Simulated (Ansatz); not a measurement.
# Pb wire along [111], 6 atoms a period: bands by functional and under strain, part 2 of 4

Aim: is the Pb wire along [111], 6 atoms a period a metal or a semiconductor?

Ansatz 0.2.0; DFT PBE, plane waves, PAW; relaxation of a wire's period (the session's first sound run).

So far. Step 2 (Relaxation of atoms and period): The cell's length comes to 6.761 Å with spin left out. That is -22 % against the start, more than a small adjustment. 2 contacts a cell pass between under 1.1 and over 1.27 times the sum of covalent radii, so the wire has rearranged from the shape that names it.

## Step 3: The perfect wire

This step: DFT PBE, plane waves, PAW; channels and complex bands of a perfect wire (Ansatz 0.2.0).

At the relaxed period the Bloch states of the perfect wire are found at each energy: those that move forward count the open channels, and those that decay describe how a disturbance dies away inside the wire itself. An energy step of 0.035 eV is under the 0.039 eV that the program asks for its thermal average at 300 K.

Input file input.yaml:

```yaml
crystal:
  lattice:
    - [10.357, 0.0, 0.0]
    - [0.0, 10.907, 0.0]
    - [0.0, 0.0, 6.761203685]
  atoms:
    - { symbol: Pb, position: [0.380658051, 0.5, 0.0] }
    - { symbol: Pb, position: [0.733797311, 0.5, 0.0] }
    - { symbol: Pb, position: [0.557231213, 0.386166506, 0.32696375] }
    - { symbol: Pb, position: [0.557211882, 0.692164469, 0.21612309] }
    - { symbol: Pb, position: [0.557231213, 0.613833494, 0.67303625] }
    - { symbol: Pb, position: [0.557211882, 0.307835531, 0.78387691] }
kpoints:
  mp_grid: { grid: [1, 1, 12] }
  band_path: { path: ["Γ", Z], npoints: 50 }
scf:
  occupations: { method: fermi_dirac, width: 0.05 }
hamiltonian:
  xc: pbe
output:
  transmission:
    e_range: [-2, 2]
    de: 0.035
    kmesh: [1, 1]
    reduced_basis: true
    leads: [[0, 0]]
  dos: { e_range: [-5, 4] }
  write_potential: true
  write_density: true
  volumetric_format: npy
  elf: true
```

Command:

```
ansatz run input.yaml --threads 8 --pin off --max-ram 16384MiB --backend cpu --events-out ev --progress --plain --runs-dir out
```

Numbers of over 12 decimals in the logs are rounded to 6 here.

The program printed:

```text
Warning: at least one further symmetry operation maps every atom of the structure, as the run holds it, onto an atom to within 2.34e-5 (fractional), and is not used: no operation is sought that the atoms, as the run holds them, miss by more than 2.00e-5, twice crystal.symmetry.tolerance (1.0e-5). The run uses 2 unitary operations. The run imposes no operation that its atoms and lattice do not hold. Figures that only  [...]
[...]
Crystal: 6 atoms, lattice volume = 763.771 Å³
Basis set: ecut = 420 eV, 14989 PW (Γ)
Bands: 51, of which v1, the nominal top of the filled ones, is band 42 counted from 1 (41 counted from 0)
Symmetry: 2 space group operations
[...]
k-points: 7 of 12
[...]
SCF iter   1: F=—  HF=-71436.083046 eV  |F-HF|=—  |Δ(HF+E_count)|=         —  Δρ=9.36e-4  dr2=1.55e-2  ethr=1.77e-3  ⟨swp⟩=9.3  Hψ=1495  notcnv=0  defer=2
[...]
SCF iter   7: F=-71436.084395 eV  HF=-71436.084395 eV  |F-HF|=1.31e-10  |Δ(HF+E_count)|=   1.09e-8  Δρ=1.89e-6  dr2=2.86e-8  ethr=1.19e-10  ⟨swp⟩=12.4  Hψ=1446  notcnv=0
SCF 1 converged in 7 iterations: F = -71436.084395 eV  dr2 = 2.86e-8
[...]
NSCF: frozen V_eff on 51 k-points
transmission: 9 of 54 steps passed
transmission: 18 of 54 steps passed
[...]
transmission: 54 of 54 steps passed
WARN: The output density's exchange-correlation potential varies sharply where the density is thin. Do not read a vacuum level from v_tot or v_xc, or from such a field of the output density. On a cell that repeats whose density bears no net charge and no dipole along the vacuum's axis use v_es (v_loc + v_h of the components); under efield.dipole_correction with no amplitude use v_es + v_field, which holds any externa [...]
SCF converged after 7 iterations
Free energy (F): -71436.084395 eV
[...]
Internal energy: -71436.062328 eV  (E = F + TS)
E sigma→0 (E₀):  -71436.073362 eV
Entropy (-TS):   -0.022067 eV (-3.678 meV/atom)
Fermi energy:    -0.219664 eV
[...]
--- Band table (eV; the first three rows and the last of 7) ---
  k-point 0: bands = [... 38 lower, -1.7454, -1.5733, -1.2003, -1.0802, -0.4968, 1.1984, 1.5380, 1.5779, ... 5 higher]
  k-point 1: bands = [... 38 lower, -1.6552, -1.5644, -1.3210, -1.0983, -0.3502, 1.1360, 1.3286, 1.6262, ... 5 higher]
  k-point 2: bands = [... 38 lower, -1.6156, -1.4811, -1.4548, -1.0642, -0.0710, 0.9676, 1.1793, 1.6916, ... 5 higher]
  k-point 6: bands = [... 38 lower, -1.8446, -1.2319, -1.0931, -0.4404, 0.2408, 0.5925, 0.6832, 1.1592, ... 5 higher]
--- Transmission ---
  basis      : 999 plane waves across, 9 finite elements along
  points     : 1, standing for a mesh of 1 x 1
  filling    : by the input's occupations and mesh, since the crystals that have channels conduct as metals do. If one of these is a semiconductor, that mesh has misplaced its level
  energies   : 115 from -2.000000 to 1.990000 eV about the Fermi level, 0.035000 eV apart; the leads are filled to 0.000000 eV, and channels, transmission and decay are at -0.005000 eV
  crystal 0  : Pb6, at the sites [0, 0], period 6.7612 Å: whole cells are its period
    offset         : up to 0.0000 Å between an atom of the period and one for which it stands
    filled         : 22.4 meV over the level at which it is neutral
    channels       : 3.000000e0 a spin
    conductance    : 2.0575e14 S/m² at 300 K; may be off by some 0.0 % by where its bands' edges are placed, 0.0 % from the distance to neutral
```

The job ended after 67 s (8 threads of Intel Xeon Platinum 8488C (Sapphire Rapids), shared host; peak memory 2.8 GiB; 7.4 min of CPU time).

This step gave:

| Property | Result |
| --- | --- |
| energy at zero smearing | -71436.0734 eV |
| channels at the energy nearest the Fermi level, one spin | 3 |
| conductance of the lead as this run defines it | 3.000 G₀ |
| band gap | 0 eV |

The open channels of the lead, one spin by energy, zero at the Fermi level:

```csv
energy (eV),"open channels of the lead, one spin"
-2.000,2
-1.510,2
-0.985,2
-0.495,1
-0.005,3
0.485,4
1.010,2
1.500,2
```

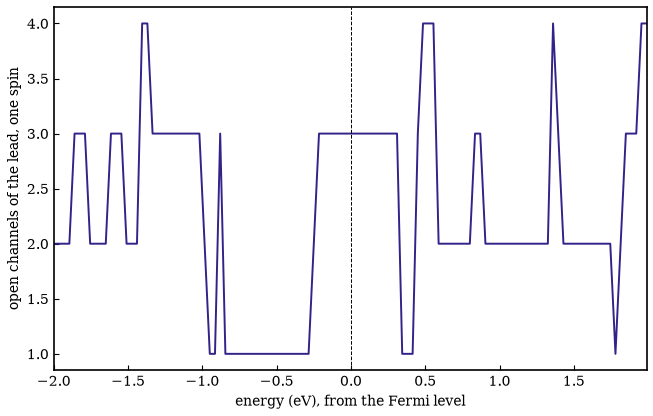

Open channels of the lead, one spin against energy.

The slowest values at each energy, most degenerate partners merged, listed up to 1.5 1/Å. The Im kz of the slowest decaying states by energy, zero at the Fermi level:

```csv
energy (eV),decay 1 (Å⁻¹),decay 2 (Å⁻¹),decay 3 (Å⁻¹),decay 4 (Å⁻¹)
-2.0000,0.132,0.204,0.427,0.440
-1.7550,0.0330,0.119,0.358,0.456
-1.5100,0.00308,0.237,0.482,0.809
-1.2650,0.0379,0.496,0.768,0.882
-0.9850,0.0652,0.0719,0.502,0.719
-0.7400,0.0334,0.0755,0.148,0.186
-0.4950,0.0400,0.0719,0.213,0.229
-0.2500,0.0165,0.212,0.281,0.478
-0.0050,0.191,0.339,0.461,0.465
0.2400,0.144,0.380,0.439,0.647
0.4850,0.349,0.413,0.594,0.831
0.7650,0.0500,0.304,0.377,0.525
1.0100,0.0558,0.130,0.249,0.336
1.2550,0.0823,0.151,0.230,0.276
1.5000,0.0626,0.0894,0.224,0.245
1.7450,0.0556,0.125,0.209,0.349
```

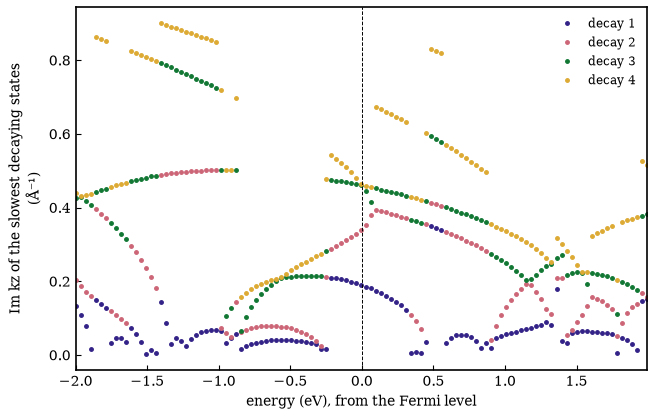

Im kz of the slowest decaying states, plotted against energy.

Electronic bands along the path, in eV, zero at the Fermi level:

```csv
point,band 39,band 40,band 41,band 42,band 43,band 44,band 45,band 46
Γ,-1.53,-1.35,-0.98,-0.86,-0.28,1.42,1.76,1.80
Z,-1.62,-1.01,-0.87,-0.22,0.46,0.81,0.90,1.38
```

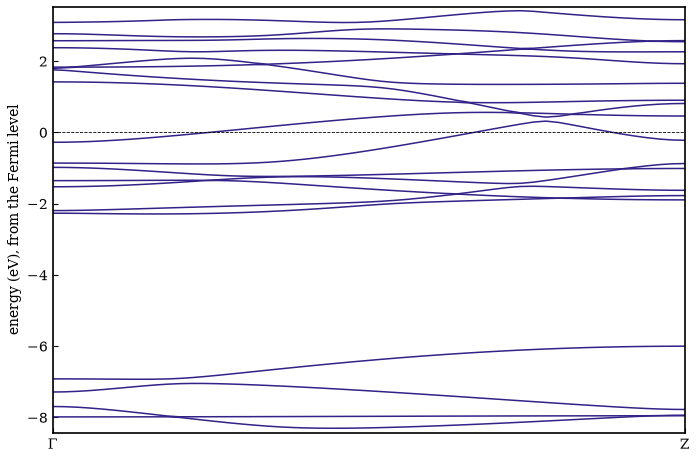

Electronic bands along the path.

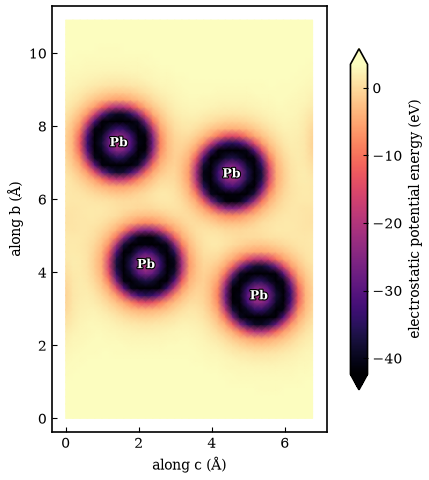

Electrostatic potential energy in the cb plane at fractional x = 0.557, with atoms of Pb within 0.2 Å of it. With pseudopotentials it is smooth inside the atoms' cores, unlike the true potential.

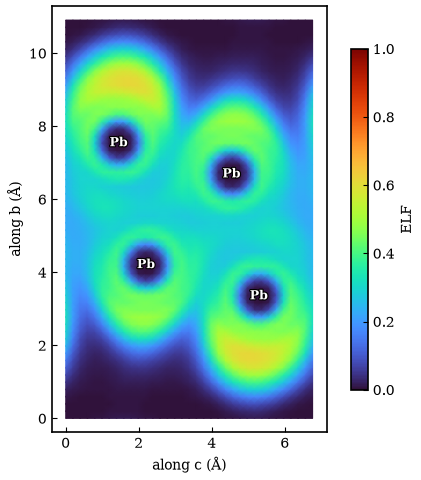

ELF in the cb plane at fractional x = 0.557, with atoms of Pb within 0.2 Å of it. It is the smooth field of the valence electrons, not physical close to the nuclei.

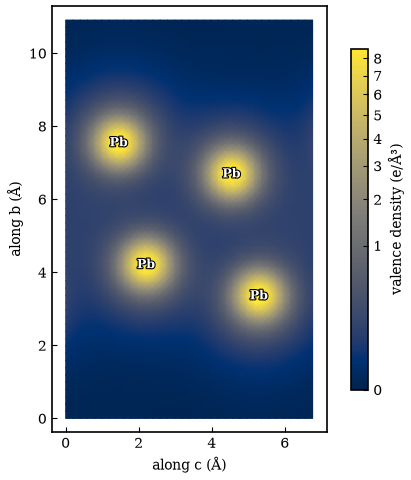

Valence density in the cb plane at fractional x = 0.557, with atoms of Pb within 0.2 Å of it. It is the smooth field of the valence electrons, not physical close to the nuclei. The colour scale is stretched toward low values.

By hand: the program gives 2.0575 × 10^14 S/m² over the cell's cross-section of 112.96 Å² = 1.130 × 10^-18 m², so one cell conducts 2.324 × 10^-4 S. Divided by G0 = 2e²/h = 7.748 × 10^-5 S this is 3.00 G0, a resistance of 4.30 kΩ.

At the computed energy nearest the Fermi level there are 3 channels a spin, and the thermal average gives 3.00 G₀.

## Step 4: Levels at the same atoms, level LDA, cutoff 420 eV

This step: DFT LDA, plane waves, PAW; bands of a perfect wire at the PBE geometry (Ansatz 0.2.0).

The atoms stay at the PBE geometry and the functional changes. At fixed atoms LDA and the gradient-corrected functionals usually give like bands; this run checks that. Against the first PBE run of this kind, the mesh along the wire has 9 points against 12.

input.yaml, the sections that differ from step 3:

```yaml
kpoints:
  mp_grid: { grid: [1, 1, 9] }
  band_path: { path: ["Γ", Z], npoints: 50 }
hamiltonian:
  xc: lda
# crystal, scf: as in step 3
# output: removed
```

The program printed:

```text
[...]
Crystal: 6 atoms, lattice volume = 763.771 Å³
Basis set: ecut = 420 eV, 14989 PW (Γ)
Bands: 51, of which v1, the nominal top of the filled ones, is band 42 counted from 1 (41 counted from 0)
Symmetry: 2 space group operations
[...]
k-points: 5 of 9
[...]
SCF iter   1: F=—  HF=-69610.324607 eV  |F-HF|=—  |Δ(HF+E_count)|=         —  Δρ=2.35e-3  dr2=4.34e-2  ethr=1.77e-3  ⟨swp⟩=8.8  Hψ=1083  notcnv=0  defer=2
[...]
SCF iter   7: F=-69610.316465 eV  HF=-69610.316465 eV  |F-HF|=5.88e-8  |Δ(HF+E_count)|=   3.45e-8  Δρ=2.28e-6  dr2=7.82e-8  ethr=1.19e-10  ⟨swp⟩=13.2  Hψ=884  notcnv=0
SCF 1 converged in 7 iterations: F = -69610.316465 eV  dr2 = 7.82e-8
[...]
SCF converged after 7 iterations
Free energy (F): -69610.316465 eV
[...]
Internal energy: -69610.270594 eV  (E = F + TS)
E sigma→0 (E₀):  -69610.293529 eV
Entropy (-TS):   -0.045871 eV (-7.645 meV/atom)
Fermi energy:    -0.543812 eV
[...]
--- Band table (eV; the first three rows and the last of 5) ---
  k-point 0: bands = [... 38 lower, -2.0345, -1.8679, -1.4905, -1.3670, -0.8026, 0.8896, 1.2315, 1.2575, ... 5 higher]
  k-point 1: bands = [... 38 lower, -1.8870, -1.8566, -1.6770, -1.3917, -0.5665, 0.7810, 0.9561, 1.3326, ... 5 higher]
  k-point 2: bands = [... 38 lower, -2.0338, -1.7627, -1.7258, -1.1715, -0.1918, 0.5197, 0.7977, 1.0908, ... 5 higher]
  k-point 4: bands = [... 38 lower, -2.0924, -1.5720, -1.5381, -0.5384, -0.0465, 0.1471, 0.3618, 0.8206, ... 5 higher]
```

Run time: 7.9 s. Hardware: 8 threads; peak memory 2.5 GiB.

Numbers from this step:

| Property | Result |
| --- | --- |
| energy at zero smearing | -69610.2935 eV |

The electronic bands at the labelled points (eV, zero at the Fermi level):

```csv
point,band 39,band 40,band 41,band 42,band 43,band 44,band 45,band 46
Γ,-1.49,-1.32,-0.95,-0.82,-0.26,1.43,1.78,1.80
Z,-1.59,-0.98,-0.84,-0.21,0.48,0.82,0.92,1.38
```

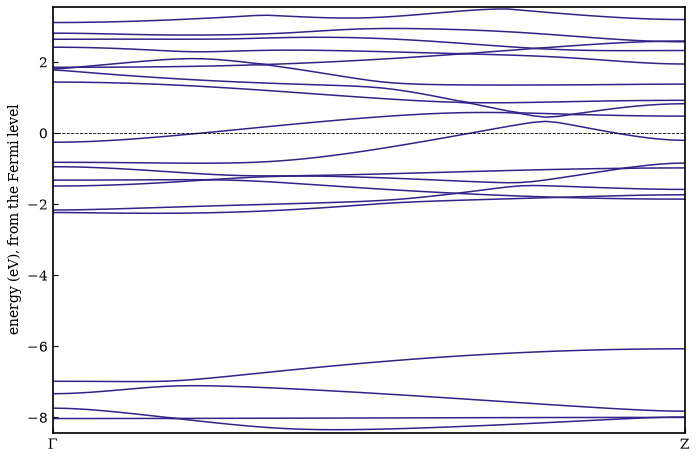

Electronic bands along the path.

Bands cross the Fermi level, as under PBE at the relaxed period.

## Step 5: Another level of theory, level PBEsol, cutoff 420 eV

This step: DFT PBEsol, plane waves, PAW; bands of a perfect wire at the PBE geometry (Ansatz 0.2.0).

The atoms stay at the PBE geometry and the functional changes. At fixed atoms LDA and the gradient-corrected functionals usually give like bands; this run checks that. Against the first PBE run of this kind, the mesh along the wire has 9 points against 12.

input.yaml, as its differences from that of step 4:

```diff
@@ -18,2 +18,2 @@
 hamiltonian:
-  xc: lda
+  xc: pbesol
```

The program printed:

```text
[...]
Crystal: 6 atoms, lattice volume = 763.771 Å³
Basis set: ecut = 420 eV, 14989 PW (Γ)
Bands: 51, of which v1, the nominal top of the filled ones, is band 42 counted from 1 (41 counted from 0)
Symmetry: 2 space group operations
[...]
k-points: 5 of 9
[...]
--- Band table (eV; the first three rows and the last of 5) ---
  k-point 0: bands = [... 38 lower, -1.8329, -1.6668, -1.2906, -1.1695, -0.5894, 1.1118, 1.4592, 1.4980, ... 5 higher]
  k-point 1: bands = [... 38 lower, -1.6846, -1.6567, -1.4755, -1.1939, -0.3532, 1.0023, 1.1891, 1.5837, ... 5 higher]
  k-point 2: bands = [... 38 lower, -1.8361, -1.5624, -1.5235, -0.9674, 0.0241, 0.7406, 1.0283, 1.3241, ... 5 higher]
  k-point 4: bands = [... 38 lower, -1.8925, -1.3730, -1.3377, -0.3254, 0.1737, 0.3636, 0.5854, 1.0586, ... 5 higher]
[key lines of the parts left out:]
SCF converged after 7 iterations
Free energy (F): -70526.381114 eV
Fermi energy:    -0.331274 eV
```

Wall time 8 s (8 threads); peak memory 2.5 GiB; 61 s of CPU time.

The electronic bands at the labelled points (eV, zero at the Fermi level):

```csv
point,band 39,band 40,band 41,band 42,band 43,band 44,band 45,band 46
Γ,-1.50,-1.34,-0.96,-0.84,-0.26,1.44,1.79,1.83
Z,-1.60,-0.99,-0.86,-0.21,0.48,0.83,0.93,1.40
```

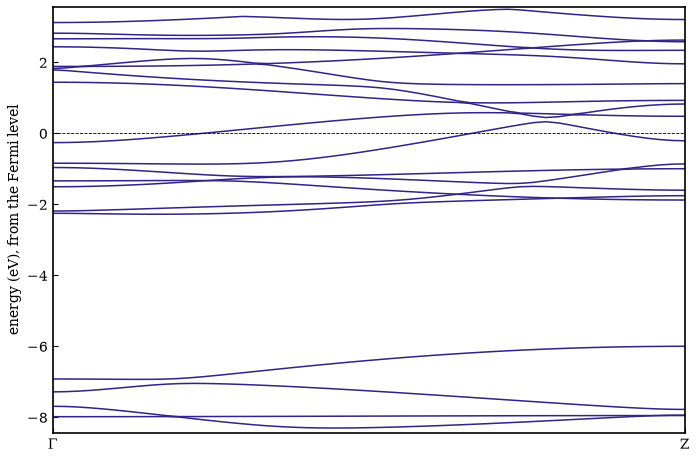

Electronic bands along the path.

Bands cross the Fermi level, as under PBE at the relaxed period.

## Step 6: Levels at the same atoms, level r2SCAN, cutoff 500 eV

This step: DFT r2SCAN, plane waves, PAW; bands of a perfect wire at the PBE geometry (Ansatz 0.2.0).

The atoms stay at the PBE geometry and the functional changes. r2SCAN also reads the kinetic-energy density; it often gives larger moments and wider gaps than PBE, at a higher cost. Against the first PBE run of this kind, the cutoff is 500 eV against 420 and the mesh along the wire has 9 points against 12.

input.yaml, as its differences from that of step 5:

```diff
@@ -18,2 +18,2 @@
 hamiltonian:
-  xc: pbesol
+  xc: r2scan
```

The program printed:

```text
[...]
Crystal: 6 atoms, lattice volume = 763.771 Å³
Basis set: ecut = 500 eV, 19431 PW (Γ), exchange–correlation on 320×320×200 points (64 copies of the dense FFT grid, shifted against one another)
Bands: 51, of which v1, the nominal top of the filled ones, is band 42 counted from 1 (41 counted from 0)
Symmetry: 2 space group operations
[...]
k-points: 5 of 9
[...]
--- Band table (eV; the first three rows and the last of 5) ---
  k-point 0: bands = [... 38 lower, -1.9337, -1.7633, -1.3772, -1.2808, -0.5712, 1.1983, 1.6374, 1.6543, ... 5 higher]
  k-point 1: bands = [... 38 lower, -1.7759, -1.7520, -1.5611, -1.2944, -0.3357, 1.0826, 1.3381, 1.7685, ... 5 higher]
  k-point 2: bands = [... 38 lower, -1.9326, -1.6759, -1.6146, -1.0044, 0.0531, 0.8074, 1.1530, 1.4828, ... 5 higher]
  k-point 4: bands = [... 38 lower, -2.0135, -1.4447, -1.4250, -0.2731, 0.2259, 0.4114, 0.6295, 1.2057, ... 5 higher]
[key lines of the parts left out:]
SCF converged after 8 iterations
Free energy (F): -71522.594309 eV
Fermi energy:    -0.304208 eV
```

The job ended after 16 s (8 threads; peak memory 4 GiB; 2.1 min of CPU time).

Electronic bands along the path, in eV, zero at the Fermi level:

```csv
point,band 39,band 40,band 41,band 42,band 43,band 44,band 45,band 46
Γ,-1.63,-1.46,-1.07,-0.98,-0.27,1.50,1.94,1.96
Z,-1.74,-1.11,-0.96,-0.18,0.51,0.85,0.95,1.53
```

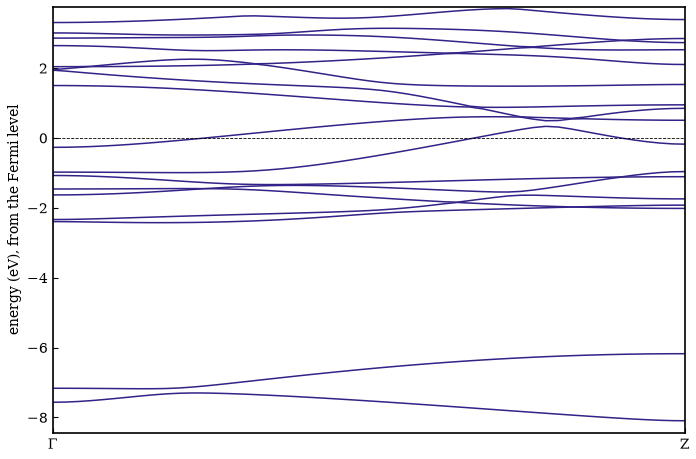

Electronic bands along the path.

Bands cross the Fermi level, as under PBE at the relaxed period.

[end of part 2 of 4]

[Logs are printed without paths, hosts, clocks, repeated set-up lines and the standing remarks that a program may print on its own settings, such as how far it seeks lower states.]

[Hosts, paths, dates, database ids (printed as entryN), source tags and the programs' standing remarks are cut or masked in the printed files.]
